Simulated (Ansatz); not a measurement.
# Resistivity from frozen vibrations: Au(111) with 4 thermally displaced layers, 2x2, part 2 of 2

Wanted: the phonon-limited resistivity of Au at 500 K by the Landauer route. The measured value for the pure metal at this temperature is 3.97 µΩ cm (CRC Handbook of Chemistry and Physics, 84th ed., 2003, Electrical Resistivity of Pure Metals).

Ansatz 0.2.0; Ansatz plane-wave DFT, PBE, PAW files; ballistic transport by layer matching (Landauer), zero bias; PAW set soft_1.

So far. Step 2 (With 4 displaced layers): Over the solved energies the transmission per spin lies between 3.03 and 3.05, out of 3.21 channels of the lead on average (up to 3.21).

## Step 3: With 8 displaced layers

System of this step: Au(111) with 8 thermally displaced layers, 2x2. The cell holds 56 atoms: 56 Au. Its edges and angles: a = 5.768 Å, b = 5.768 Å, c = 33.006 Å, α = 87.5°, β = 92.5°, γ = 120.0°. It derives from Au. Regions: lead, 24 atoms (24 Au); scattering region, 32 atoms (32 Au). The structure is stacked along c, and the current runs across the ab planes.

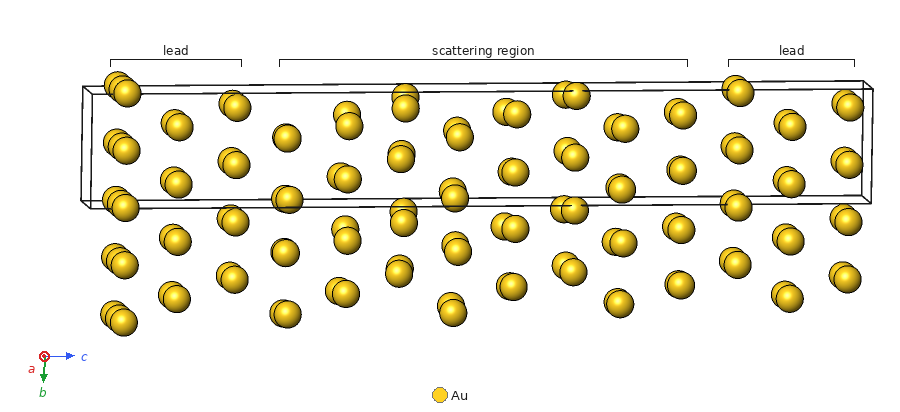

The cell of this step (gold yellow). 1×2×1 cells are drawn. Some periodic images of atoms are drawn too.

input.yaml

```yaml
crystal:
  lattice:
    - [5.7675164607, 0.0, 0.0]
    - [-2.8837582304, 4.9948157718, 0.0]
    - [-1.4418791152, 0.8324692953, 32.9641022945]
  atoms:
    - { symbol: Au, position: [0.005952381, 0.994047619, 0.0357142857] }
    - { symbol: Au, position: [0.005952381, 0.494047619, 0.0357142857] }
    - { symbol: Au, position: [0.505952381, 0.994047619, 0.0357142857] }
    - { symbol: Au, position: [0.505952381, 0.494047619, 0.0357142857] }
    - { symbol: Au, position: [0.1845238095, 0.3154761905, 0.1071428571] }
    - { symbol: Au, position: [0.1845238095, 0.8154761905, 0.1071428571] }
    - { symbol: Au, position: [0.6845238095, 0.3154761905, 0.1071428571] }
    - { symbol: Au, position: [0.6845238095, 0.8154761905, 0.1071428571] }
    - { symbol: Au, position: [0.3630952381, 0.1369047619, 0.1785714286] }
    - { symbol: Au, position: [0.3630952381, 0.6369047619, 0.1785714286] }
    - { symbol: Au, position: [0.8630952381, 0.1369047619, 0.1785714286] }
    - { symbol: Au, position: [0.8630952381, 0.6369047619, 0.1785714286] }
    - { symbol: Au, position: [0.0936781256, 0.9888389338, 0.2512647924] }
    - { symbol: Au, position: [0.0175606756, 0.4578420819, 0.2523233073] }
    - { symbol: Au, position: [0.5204743265, 0.9673085027, 0.2515213154] }
    - { symbol: Au, position: [0.5415270216, 0.431066623, 0.2476581918] }
    - { symbol: Au, position: [0.1987747652, 0.2514133122, 0.3275843069] }
    - { symbol: Au, position: [0.2138963853, 0.787598046, 0.3205134665] }
    - { symbol: Au, position: [0.7680608717, 0.3102275157, 0.3236700473] }
    - { symbol: Au, position: [0.6766776113, 0.7805738583, 0.3238481811] }
    - { symbol: Au, position: [0.4129756839, 0.0856835439, 0.399305359] }
    - { symbol: Au, position: [0.3649265854, 0.5851878736, 0.3961663453] }
    - { symbol: Au, position: [0.9232975468, 0.1478484328, 0.3935243245] }
    - { symbol: Au, position: [0.8809487159, 0.5930154692, 0.3889955061] }
    - { symbol: Au, position: [0.0592416969, 0.9370005417, 0.4663424977] }
    - { symbol: Au, position: [0.0957503467, 0.4039976852, 0.4702635749] }
    - { symbol: Au, position: [0.5896989988, 0.959647204, 0.4627540572] }
    - { symbol: Au, position: [0.566029478, 0.4278447969, 0.4679360935] }
    - { symbol: Au, position: [0.2515800902, 0.2311627463, 0.5309676224] }
    - { symbol: Au, position: [0.2340574819, 0.7552048227, 0.5392169442] }
    - { symbol: Au, position: [0.7405973066, 0.218439112, 0.5388040384] }
    - { symbol: Au, position: [0.7220921577, 0.7270264438, 0.5379121081] }
    - { symbol: Au, position: [0.3931782843, 0.0748435617, 0.6050843926] }
    - { symbol: Au, position: [0.4359694075, 0.5635888415, 0.6078581531] }
    - { symbol: Au, position: [0.9405468055, 0.0469250668, 0.6121718045] }
    - { symbol: Au, position: [0.9597512941, 0.5844958585, 0.6112653861] }
    - { symbol: Au, position: [0.1389281388, 0.9065750115, 0.6788389593] }
    - { symbol: Au, position: [0.0822042629, 0.3842044564, 0.6758480665] }
    - { symbol: Au, position: [0.5869997531, 0.8932767051, 0.6765592953] }
    - { symbol: Au, position: [0.5802427572, 0.3623854417, 0.679521374] }
    - { symbol: Au, position: [0.3143575529, 0.2392296978, 0.7499507551] }
    - { symbol: Au, position: [0.3297949301, 0.7404071032, 0.7540705106] }
    - { symbol: Au, position: [0.7583719064, 0.2368309282, 0.7512019372] }
    - { symbol: Au, position: [0.8047995549, 0.7167781897, 0.7513546024] }
    - { symbol: Au, position: [0.4702380952, 0.0297619048, 0.8214285714] }
    - { symbol: Au, position: [0.4702380952, 0.5297619048, 0.8214285714] }
    - { symbol: Au, position: [0.9702380952, 0.0297619048, 0.8214285714] }
    - { symbol: Au, position: [0.9702380952, 0.5297619048, 0.8214285714] }
    - { symbol: Au, position: [0.1488095238, 0.8511904762, 0.8928571429] }
    - { symbol: Au, position: [0.1488095238, 0.3511904762, 0.8928571429] }
    - { symbol: Au, position: [0.6488095238, 0.8511904762, 0.8928571429] }
    - { symbol: Au, position: [0.6488095238, 0.3511904762, 0.8928571429] }
    - { symbol: Au, position: [0.3273809524, 0.1726190476, 0.9642857143] }
    - { symbol: Au, position: [0.3273809524, 0.6726190476, 0.9642857143] }
    - { symbol: Au, position: [0.8273809524, 0.1726190476, 0.9642857143] }
    - { symbol: Au, position: [0.8273809524, 0.6726190476, 0.9642857143] }
kpoints:
  mp_grid: { grid: [5, 5, 1] }
hamiltonian:
  xc: pbe
  pseudopotentials: { kind: paw, azcp: { folder: soft_1 } }
scf:
  occupations: { method: fermi_dirac, width: 0.1 }
output:
  transmission:
    leads: [[0, 4]]
    kmesh: [10, 10]
    e_range: [-0.05, 0.05]
    de: 0.05
  write_potential: true
  write_density: true
  volumetric_format: npy
```

The run is started by

```sh
> ansatz run input.yaml --threads 4 --pin off --max-ram 15360MiB --backend cpu --events-out ev --progress --plain --runs-dir out
```

Numbers of over 12 decimals in the logs are rounded to 6 here.

What it wrote:

```text
[...]
Crystal: 56 atoms, lattice volume = 949.619 Å³
Basis set: ecut = 420 eV, 18659 PW (Γ)
Bands: 639, of which v1, the nominal top of the filled ones, is band 532 counted from 1 (531 counted from 0)
Symmetry: 1 space group operations
[...]
k-points: 13 of 25 (time reversal used)
[...]
SCF iter   1: F=—  HF=-736473.881366 eV  |F-HF|=—  |Δ(HF+E_count)|=         —  Δρ=6.73e-2  dr2=4.70e1  ethr=3.10e-3  ⟨swp⟩=4.0  Hψ=24672  notcnv=0  defer=256
[...]
SCF iter  11: F=-736460.053295 eV  HF=-736460.053295 eV  |F-HF|=7.22e-9  |Δ(HF+E_count)|=   5.82e-9  Δρ=7.07e-7  dr2=1.13e-8  ethr=9.40e-12  ⟨swp⟩=1.0  Hψ=15646  notcnv=0
SCF 1 converged in 11 iterations: F = -736460.053295 eV  dr2 = 1.13e-8
[...]
transmission: 230 of 2288 steps passed
transmission: 458 of 2288 steps passed
[...]
transmission: 2288 of 2288 steps passed
SCF converged after 11 iterations
Free energy (F): -736460.053295 eV
[...]
Internal energy: -736459.396062 eV  (E = F + TS)
E sigma→0 (E₀):  -736459.724679 eV
Entropy (-TS):   -0.657234 eV (-11.736 meV/atom)
Fermi energy:    20.729700 eV
[...]
--- Band table (eV; the first three rows and the last of 13) ---
  k-point 0: bands = [... 528 lower, 20.9356, 21.1570, 21.1955, 21.3339, 21.4218, 21.4475, 21.4775, 21.5453, ... 103 higher]
  k-point 1: bands = [... 528 lower, 20.4133, 20.5154, 20.6171, 20.6862, 20.7698, 20.7881, 20.8656, 20.9067, ... 103 higher]
  k-point 2: bands = [... 528 lower, 20.4731, 20.5450, 20.5812, 20.6643, 20.7581, 20.7937, 20.9009, 21.0165, ... 103 higher]
  k-point 12: bands = [... 528 lower, 19.9273, 19.9721, 20.1930, 20.7836, 20.9521, 21.1741, 21.2325, 21.2946, ... 103 higher]
--- Transmission ---
  basis      : 253 plane waves across, 44 finite elements along
  points     : 52, standing for a mesh of 10 x 10
[...]
channels       : 3.210000e0 a spin
[...]
junction   : crystal 0 to crystal 0, 0.70 to 31.31 Å
    transmission   : 2.852016e0 a spin
[...]
```

Elapsed: 17 min, on 4 threads of Arm Neoverse V2, shared host; peak memory 8.1 GiB; 66 min of CPU time.

Numbers from this step:

```yaml
free_energy: -736460.0533 eV
energy_at_zero_smearing: -736459.7247 eV
fermi_energy: 20.73 eV
transmission_per_spin_nearest_the_fermi_level: 2.852
step_of_the_lead_s_potential: 4.9 meV
```

Per spin. Table of transmission, zone mean by energy, zero at the Fermi level:

```csv
energy (eV),"transmission, zone mean"
-0.0500,2.83
0.0000,2.85
0.0500,2.88
```

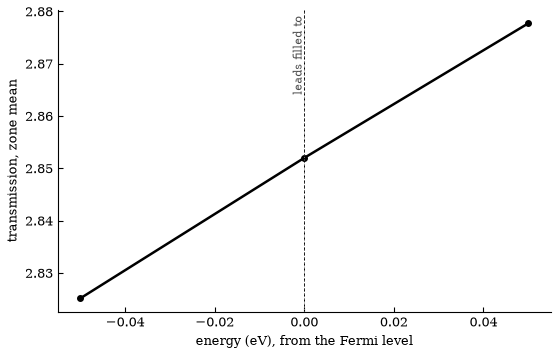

Transmission, zone mean against energy.

Over the solved energies the transmission per spin lies between 2.83 and 2.88, out of 3.21 channels of the lead on average (up to 3.21).

## Step 4: With 12 displaced layers

System of this step: Au(111) with 12 thermally displaced layers, 2x2. The cell holds 72 atoms: 72 Au. Cell: a = 5.768 Å, b = 5.768 Å, c = 42.382 Å, α = 90.0°, β = 90.0°, γ = 120.0°. It derives from Au. Regions: lead, 24 atoms (24 Au); scattering region, 48 atoms (48 Au). The structure is stacked along c, and the current runs across the ab planes.

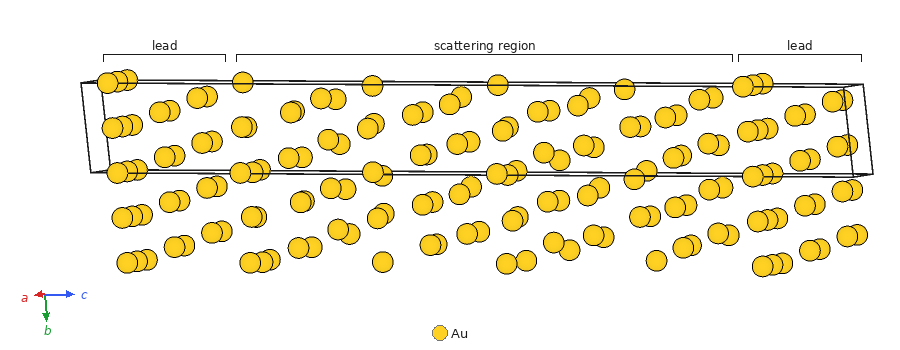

The cell of this step (gold yellow). 1×2×1 cells are drawn. Some periodic images of atoms are drawn too.

input.yaml

```yaml
crystal:
  lattice:
    - [5.7675164607, 0.0, 0.0]
    - [-2.8837582304, 4.9948157718, 0.0]
    - [0.0, 0.0, 42.3824172358]
  atoms:
    - { symbol: Au, position: [0.0, 0.0, 0.0277777778] }
    - { symbol: Au, position: [0.0, 0.5, 0.0277777778] }
    - { symbol: Au, position: [0.5, 0.0, 0.0277777778] }
    - { symbol: Au, position: [0.5, 0.5, 0.0277777778] }
    - { symbol: Au, position: [0.1666666667, 0.3333333333, 0.0833333333] }
    - { symbol: Au, position: [0.1666666667, 0.8333333333, 0.0833333333] }
    - { symbol: Au, position: [0.6666666667, 0.3333333333, 0.0833333333] }
    - { symbol: Au, position: [0.6666666667, 0.8333333333, 0.0833333333] }
    - { symbol: Au, position: [0.3333333333, 0.1666666667, 0.1388888889] }
    - { symbol: Au, position: [0.3333333333, 0.6666666667, 0.1388888889] }
    - { symbol: Au, position: [0.8333333333, 0.1666666667, 0.1388888889] }
    - { symbol: Au, position: [0.8333333333, 0.6666666667, 0.1388888889] }
    - { symbol: Au, position: [0.0022694282, 0.9916169927, 0.1892099919] }
    - { symbol: Au, position: [0.988410698, 0.4812275282, 0.1974177086] }
    - { symbol: Au, position: [0.4951338447, 0.0019497035, 0.1921058141] }
    - { symbol: Au, position: [0.4895367281, 0.4997306265, 0.190355792] }
    - { symbol: Au, position: [0.1715100112, 0.3308558424, 0.2467361807] }
    - { symbol: Au, position: [0.124148142, 0.845316505, 0.2491808684] }
    - { symbol: Au, position: [0.6531880647, 0.3278175557, 0.2550000424] }
    - { symbol: Au, position: [0.6666708878, 0.8353564679, 0.2459066745] }
    - { symbol: Au, position: [0.377369501, 0.188096099, 0.3084924067] }
    - { symbol: Au, position: [0.3450026165, 0.6880766384, 0.306576626] }
    - { symbol: Au, position: [0.8439592207, 0.1631119512, 0.3014985229] }
    - { symbol: Au, position: [0.8315473491, 0.6214725199, 0.3048951045] }
    - { symbol: Au, position: [0.9836841817, 0.9756422959, 0.3627987975] }
    - { symbol: Au, position: [0.990845956, 0.4897962258, 0.3625420305] }
    - { symbol: Au, position: [0.5065809757, 0.0324418989, 0.3620785284] }
    - { symbol: Au, position: [0.467699714, 0.4545885118, 0.357511382] }
    - { symbol: Au, position: [0.1880595004, 0.3321513927, 0.4158873349] }
    - { symbol: Au, position: [0.1849262541, 0.8033749626, 0.4150545816] }
    - { symbol: Au, position: [0.663954861, 0.3470281995, 0.4148402158] }
    - { symbol: Au, position: [0.6355133495, 0.7958424441, 0.4186742781] }
    - { symbol: Au, position: [0.3440761895, 0.1555401086, 0.4726718327] }
    - { symbol: Au, position: [0.301676428, 0.6556466988, 0.4760151781] }
    - { symbol: Au, position: [0.8630599774, 0.2206289843, 0.4700553908] }
    - { symbol: Au, position: [0.8427878222, 0.6621003083, 0.4737796958] }
    - { symbol: Au, position: [0.9933002828, 0.9868923003, 0.5253895708] }
    - { symbol: Au, position: [0.0611148129, 0.4981934796, 0.5222267057] }
    - { symbol: Au, position: [0.4947988337, 0.0158367267, 0.5264014516] }
    - { symbol: Au, position: [0.5392246689, 0.523412651, 0.5273584496] }
    - { symbol: Au, position: [0.1453805618, 0.3098645625, 0.5814066013] }
    - { symbol: Au, position: [0.1509340766, 0.8614639784, 0.5877119057] }
    - { symbol: Au, position: [0.6274581405, 0.3057331949, 0.5784653172] }
    - { symbol: Au, position: [0.6108935753, 0.7607797571, 0.5801890896] }
    - { symbol: Au, position: [0.3555297377, 0.1585929194, 0.6412412225] }
    - { symbol: Au, position: [0.3440043732, 0.7077899308, 0.6394372575] }
    - { symbol: Au, position: [0.8554144237, 0.2262827041, 0.6379957457] }
    - { symbol: Au, position: [0.8109890809, 0.671382605, 0.6387819913] }
    - { symbol: Au, position: [0.0108058817, 0.9784737324, 0.696659513] }
    - { symbol: Au, position: [0.0094514539, 0.4844050713, 0.6948937909] }
    - { symbol: Au, position: [0.5105911069, 0.054790184, 0.6925062257] }
    - { symbol: Au, position: [0.478388269, 0.4751056099, 0.693491709] }
    - { symbol: Au, position: [0.1755142952, 0.3512663043, 0.7483195709] }
    - { symbol: Au, position: [0.1463667223, 0.8002489076, 0.7477224878] }
    - { symbol: Au, position: [0.7345695665, 0.357653271, 0.7478490476] }
    - { symbol: Au, position: [0.6282213784, 0.8105470008, 0.7499402936] }
    - { symbol: Au, position: [0.325342908, 0.1492809075, 0.8020141231] }
    - { symbol: Au, position: [0.3673793349, 0.6772165191, 0.8045245174] }
    - { symbol: Au, position: [0.8226858971, 0.1542986168, 0.7974737796] }
    - { symbol: Au, position: [0.8231707182, 0.6416623512, 0.8027955609] }
    - { symbol: Au, position: [0.0, 0.0, 0.8611111111] }
    - { symbol: Au, position: [0.0, 0.5, 0.8611111111] }
    - { symbol: Au, position: [0.5, 0.0, 0.8611111111] }
    - { symbol: Au, position: [0.5, 0.5, 0.8611111111] }
    - { symbol: Au, position: [0.1666666667, 0.3333333333, 0.9166666667] }
    - { symbol: Au, position: [0.1666666667, 0.8333333333, 0.9166666667] }
    - { symbol: Au, position: [0.6666666667, 0.3333333333, 0.9166666667] }
    - { symbol: Au, position: [0.6666666667, 0.8333333333, 0.9166666667] }
    - { symbol: Au, position: [0.3333333333, 0.1666666667, 0.9722222222] }
    - { symbol: Au, position: [0.3333333333, 0.6666666667, 0.9722222222] }
    - { symbol: Au, position: [0.8333333333, 0.1666666667, 0.9722222222] }
    - { symbol: Au, position: [0.8333333333, 0.6666666667, 0.9722222222] }
kpoints:
  mp_grid: { grid: [5, 5, 1] }
hamiltonian:
  xc: pbe
  pseudopotentials: { kind: paw, azcp: { folder: soft_1 } }
scf:
  occupations: { method: fermi_dirac, width: 0.1 }
output:
  transmission:
    leads: [[0, 4]]
    kmesh: [10, 10]
    e_range: [-0.05, 0.05]
    de: 0.05
  write_potential: true
  write_density: true
  volumetric_format: npy
```

What it wrote:

```text
[...]
Crystal: 72 atoms, lattice volume = 1220.939 Å³
Basis set: ecut = 420 eV, 23937 PW (Γ)
Bands: 821, of which v1, the nominal top of the filled ones, is band 684 counted from 1 (683 counted from 0)
Symmetry: 1 space group operations
[...]
k-points: 13 of 25 (time reversal used)
[...]
SCF iter   1: F=—  HF=-946892.393848 eV  |F-HF|=—  |Δ(HF+E_count)|=         —  Δρ=6.72e-2  dr2=6.03e1  ethr=3.10e-3  ⟨swp⟩=4.0  Hψ=31702  notcnv=0  defer=323
[...]
SCF iter  11: F=-946874.687240 eV  HF=-946874.687240 eV  |F-HF|=3.19e-8  |Δ(HF+E_count)|=   1.40e-9  Δρ=7.63e-7  dr2=3.75e-8  ethr=7.31e-12  ⟨swp⟩=8.2  Hψ=39510  notcnv=0
SCF 1 converged in 11 iterations: F = -946874.687240 eV  dr2 = 3.75e-8
[...]
transmission: 278 of 2756 steps passed
transmission: 552 of 2756 steps passed
[...]
transmission: 2756 of 2756 steps passed
SCF converged after 11 iterations
Free energy (F): -946874.687240 eV
[...]
Internal energy: -946873.911074 eV  (E = F + TS)
E sigma→0 (E₀):  -946874.299157 eV
Entropy (-TS):   -0.776166 eV (-10.780 meV/atom)
Fermi energy:    20.712817 eV
[...]
--- Band table (eV; the first three rows and the last of 13) ---
  k-point 0: bands = [... 680 lower, 20.9566, 21.2468, 21.2679, 21.3256, 21.3547, 21.3926, 21.4164, 21.5197, ... 133 higher]
  k-point 1: bands = [... 680 lower, 20.4781, 20.5697, 20.5900, 20.6730, 20.7177, 20.8035, 20.8199, 20.9179, ... 133 higher]
  k-point 2: bands = [... 680 lower, 20.5213, 20.5486, 20.5796, 20.6470, 20.7110, 20.7561, 20.8017, 20.8279, ... 133 higher]
  k-point 12: bands = [... 680 lower, 20.0110, 20.3067, 20.3483, 20.7116, 20.7536, 21.0385, 21.0585, 21.4387, ... 133 higher]
--- Transmission ---
  basis      : 253 plane waves across, 53 finite elements along
  points     : 52, standing for a mesh of 10 x 10
[...]
channels       : 3.210000e0 a spin
[...]
junction   : crystal 0 to crystal 0, 0.70 to 40.73 Å
    transmission   : 2.677490e0 a spin
[...]
```

It took 28 min on 4 threads; peak memory 9.9 GiB.

This step gave:

- free energy: -946874.6872 eV
- energy at zero smearing: -946874.2992 eV
- Fermi energy: 20.71 eV
- transmission per spin nearest the Fermi level: 2.677
- step of the lead's potential: 11.7 meV

Per spin. The transmission, zone mean by energy, zero at the Fermi level:

| energy (eV) | transmission, zone mean |
| --- | --- |
| -0.0500 | 2.66 |
| 0.0000 | 2.68 |
| 0.0500 | 2.70 |

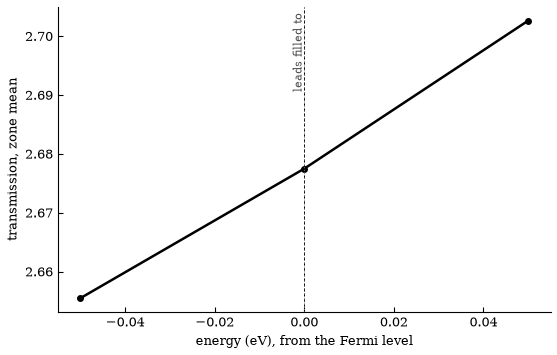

Transmission, zone mean against energy.

Over the solved energies the transmission per spin lies between 2.66 and 2.70, out of 3.21 channels of the lead on average (up to 3.21).

## Step 5: The fit

This step: Ansatz plane-wave DFT, PBE, PAW files; ballistic transport by layer matching (Landauer), zero bias; resistivity from the slope of the area resistance; PAW set soft_1 (Ansatz 0.2.0).

Numbers from this step:

```yaml
resistivity: 8.707 µΩ cm
intercept: -0.01695 fΩ m²
scatter_about_the_fit: 0.001063 fΩ m²
```

Resistance, by row:

```
run  length (Å)      T  channels N  RA (fΩ m²)
 n4       9.418  3.037        3.21     0.06581
 n8       18.84  2.852        3.21      0.1456
n12       28.25  2.679        3.21      0.2298
```

Area resistance against length of the displaced region:

| length of the displaced region (Å) | area resistance (fΩ m²) |
| --- | --- |
| 9.42 | 0.0658 |
| 18.84 | 0.146 |
| 28.25 | 0.230 |

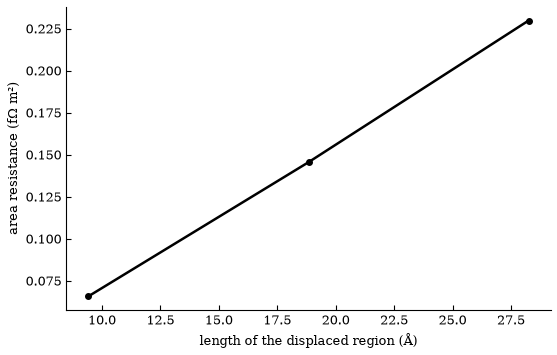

Area resistance, plotted against length of the displaced region.

The area resistance goes from 0.066 to 0.23 fΩ m² between 9.4 and 28.3 Å, a slope of 8.7 µΩ cm.

By hand from the end points: (0.2298 − 0.06581) fΩ m² / (28.25 − 9.42) Å = 8.7 µΩ cm, since 1 fΩ m² per Å is 1000 µΩ cm.

## Step 6: Summary of results

```
resistivity from the slope  : 8.71 µΩ cm
area resistance over 9.42 Å : 0.0658 fΩ m²
area resistance over 18.8 Å : 0.146 fΩ m²
area resistance over 28.3 Å : 0.230 fΩ m²
```

The slope gives 8.7 µΩ cm. The points scatter by 0.0011 fΩ m² about the line, with one random draw a length in a 2x2 cell, so the slope is a rough value. The mean square of the displacements drawn is 0.78, 0.99 and 1.2 of the nominal one at the three lengths; with each resistance scaled back by that, the slope is 5.9 µΩ cm, the value used below. Read with a model of isotropic scattering on a spherical Fermi surface and the lead's 0.86×10¹⁵ S/m², this slope means a mean free path near 172 Å; over these lengths the model's slope is 1.17 times its bulk resistivity, which would be 5.0 µΩ cm. Uncorrelated displacements put too much weight on short waves, which scatter strongly; with the sideways repeat of a small cell, one draw and three short lengths, the method is good to a factor of two or three. The measured value is 3.97 µΩ cm (CRC Handbook of Chemistry and Physics, 84th ed., 2003, Electrical Resistivity of Pure Metals); the scaled slope is 1.5 times that and the corrected value 1.3: fair for so small a cell. Spin-orbit coupling is left out, which matters for Au.

[Logs are printed without paths, hosts, clocks, repeated set-up lines and the standing remarks that a program may print on its own settings, such as how far it seeks lower states.]

[Hosts, paths, dates, database ids (printed as entryN), source tags and the programs' standing remarks are cut or masked in the printed files.]
